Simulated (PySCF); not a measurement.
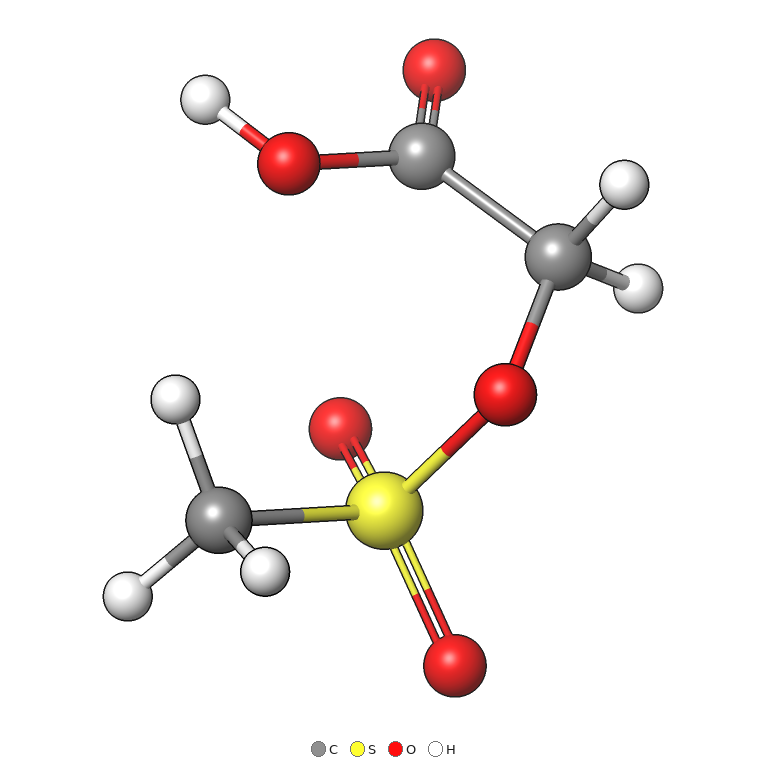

The computed structure is the end point of a GFN2-xTB optimisation. No frequency run is at hand to confirm it as a minimum.

What does the picture show?

It has 15 atoms: 3 carbon, 6 hydrogen, 5 oxygen and 1 sulfur (C₃H₆O₅S). SMILES: `CS(=O)(=O)OCC(=O)O`. It has no ring. Among its groups: carboxylic acid. The point group is C1. Coordination: 2 C tetrahedral; 1 S tetrahedral; 2 O bent; 1 C trigonal planar.

More results for the same structure follow; atom numbers are the same in all pictures, views and colours differ.

**Geometry**

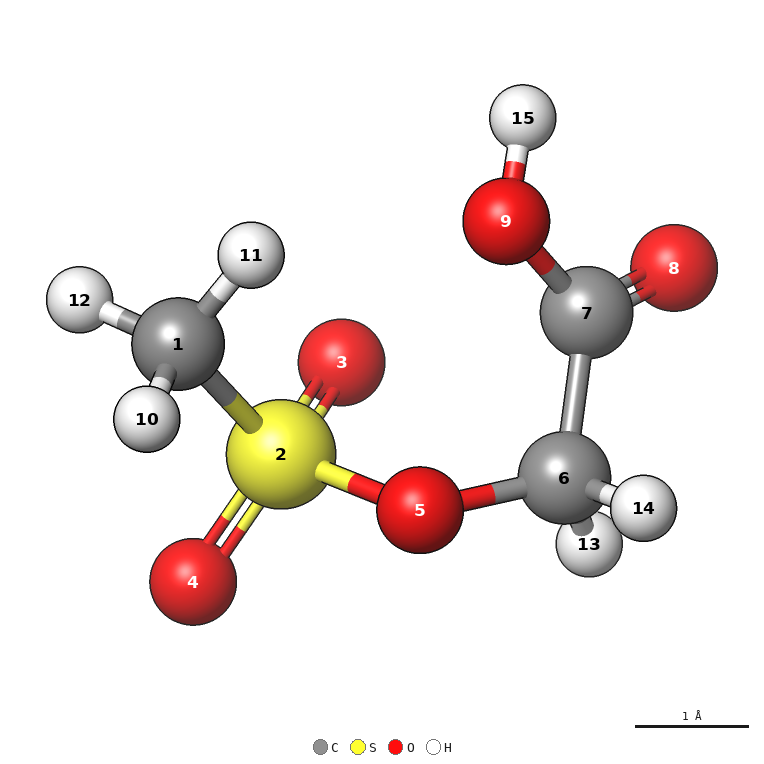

Numbered structure. No frequency run is at hand to confirm it as a minimum.

List the bonds and their lengths.

```
  bond  length (Å)   order
 C1–S2       1.796  single
C1–H10       1.081  single
C1–H11       1.080  single
C1–H12       1.082  single
 S2–O3       1.431  double
 S2–O4       1.424  double
 S2–O5       1.627  single
 O5–C6       1.405  single
 C6–C7       1.522  single
C6–H13       1.095  single
C6–H14       1.095  single
 C7–O8       1.196  double
 C7–O9       1.339  single
O9–H15       0.972  single
```

**Excitation**

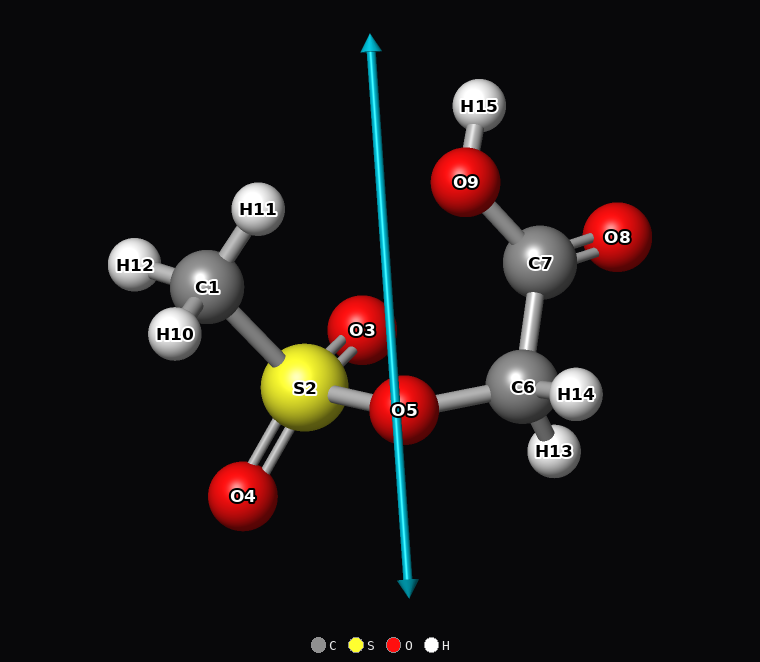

The double arrow shows the direction of the transition dipole to excited singlet state 2 (its length means nothing). No frequency run is at hand to confirm it as a minimum. Level of theory: TDDFT PBE0/def2-SVPD, vertical, gas phase, core orbitals frozen in the response (PySCF 2.14.0).

**Give its energy, strength and character.**

7.38 eV (168 nm), oscillator strength 0.027, mainly HOMO → LUMO+1 (weight 0.88); transition dipole 0.98 D.

**NMR shielding**

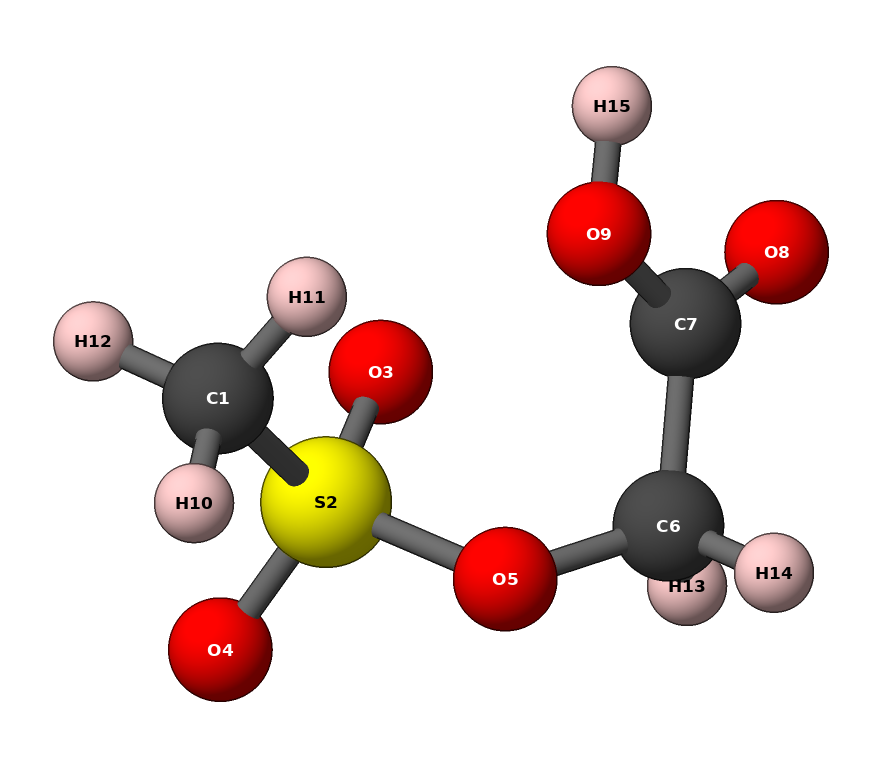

No frequency run is at hand to confirm it as a minimum. Properties computed with GIAO PBE0/pcSseg-1 NMR shielding, non-relativistic, gas phase (PySCF 2.14.0). Principal shieldings σ11 ≤ σ22 ≤ σ33, span Ω = σ33 − σ11, skew κ = 3(σiso − σ22)/Ω.

Give the shielding tensors of the S atoms.

| atom | σ11 | σ22 | σ33 | σiso | Ω | κ |
| --- | --- | --- | --- | --- | --- | --- |
| S2 | 33.6 | 152.9 | 352.9 | 179.8 | 319.3 | 0.25 |

Shieldings and span in ppm.

**Quadrupole coupling**

No frequency run is at hand to confirm it as a minimum. Electric field gradients from the ground-state density, PBE0/pcSseg-1 (PySCF 2.14.0), non-relativistic apart from any core potentials.

Give the largest field-gradient component, the quadrupole coupling constant and the asymmetry for 33S at S2 (Q = −67.81 mb), 17O at O3 (Q = −25.6 mb), 17O at O4 (Q = −25.6 mb), 17O at O5 (Q = −25.6 mb), 17O at O8 (Q = −25.6 mb), 17O at O9 (Q = −25.6 mb).

| atom | V_zz (a.u.) | e²qQ/h (MHz) | η |
| --- | --- | --- | --- |
| S2 | 0.967 | −15.40 | 0.15 |
| O3 | 1.302 | −7.83 | 0.22 |
| O4 | 1.265 | −7.61 | 0.22 |
| O5 | 1.901 | −11.43 | 0.86 |
| O8 | −1.572 | 9.45 | 0.19 |
| O9 | 1.644 | −9.89 | 0.55 |
